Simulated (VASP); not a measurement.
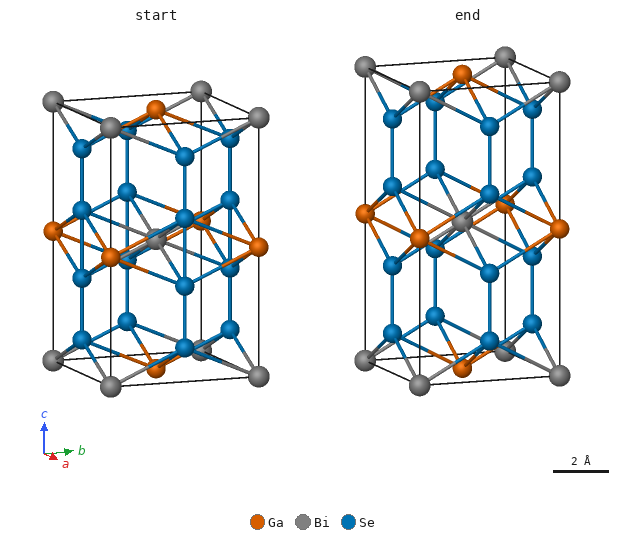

The structure of crystalline GaBiSe4 (a generated structure, set up in I4/mmm) before (left) and after (right) a relaxation, at one scale.

A ball-and-stick model of the conventional cell (2 times the calculation's cell), seen slightly off an axis. Lengths and directions refer to the drawn axes.

The run lets cell and atoms move.

These are results of VASP 6.6.1, Kohn-Sham DFT of a periodic cell, PBE, VASP PAW PBE potentials, recommended, not measurements.

The input:
```
ALGO = Fast
EDIFF = 1E-4
EDIFFG = -0.08
ENCUT = 520
GGA = PE
IBRION = 2
ISIF = 3
ISMEAR = 0
LASPH = T
LCHARG = F
LREAL = F
LWAVE = F
NELM = 60
NSW = 24
PREC = Normal
SIGMA = 0.15
```

Launched with:
```bash
cat potpaw_PBE.64/Ga_d/POTCAR potpaw_PBE.64/Bi_d/POTCAR potpaw_PBE.64/Se/POTCAR > POTCAR
mpirun -np 1 vasp_std > vasp.out
```

What changed between the two?

The largest moves relative to the cell, 0.043 Å, are those of Se atoms. Bi and Ga stay in place. The volume changes by +1.4 %, with a = b 5.794 → 5.479 Å (−5.4 %), c 9.601 → 10.890 Å (+13.4 %). Near-neighbour distances that change, for instance: Se–Se 2.514 → 2.938 Å, Se–Se 2.286 → 2.508 Å, Bi–Se 3.158 → 3.108 Å, Ga–Se 3.158 → 3.108 Å. Among the angles between lasting bonds that change: Bi–Se–Bi 133.1° → 123.6°, Bi–Se–Se 113.5° → 118.2°. The space group stays I4/mmm (No. 139). The energy falls by 197 meV per atom in 8 geometry steps. The largest force component goes from 0.18 to 0.02 eV/Å. Pressure: 5.53 GPa at the start and −0.30 GPa at the end.
